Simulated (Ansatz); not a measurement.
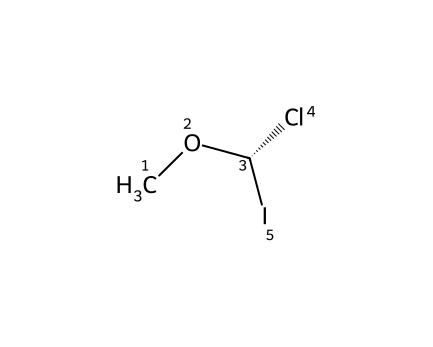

Skeletal drawing with numbered atoms; wedges and dashes mark any stereocentres. The configuration is that of a computed structure (PBE0-D4/def2-TZVP).

**Give the R/S and E/Z labels.**

C3: R.

**Write the isomeric SMILES.**

CO[C@H](Cl)I
